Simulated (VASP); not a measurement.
Band structure of BiB (relaxed from the zincblende structure, space group F-43m). All values below come from r2SCAN meta-GGA, VASP's PBE PAW potentials (set 64) (plane waves; VASP 6.6.1).

Unless said otherwise, spin-orbit coupling is left out, though it shifts the bands of the heavy elements here.

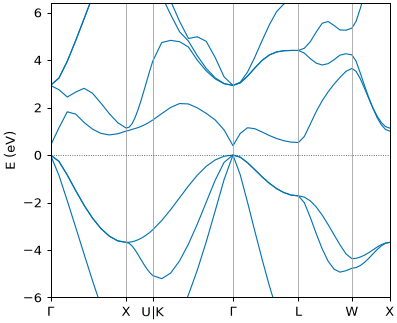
Figure: Bands along high-symmetry lines, zero at the valence-band maximum or, without a gap, the Fermi level

**Question.** Read the plot: is there a gap, and where are the band edges?

**Answer.** The gap is direct, 0.40 eV, from the valence maximum at Γ to the conduction minimum at Γ.

The structure was generated: BiB was put into the zincblende type (F-43m), which need not be its known phase. It was relaxed first, which changed the volume by -6 %.
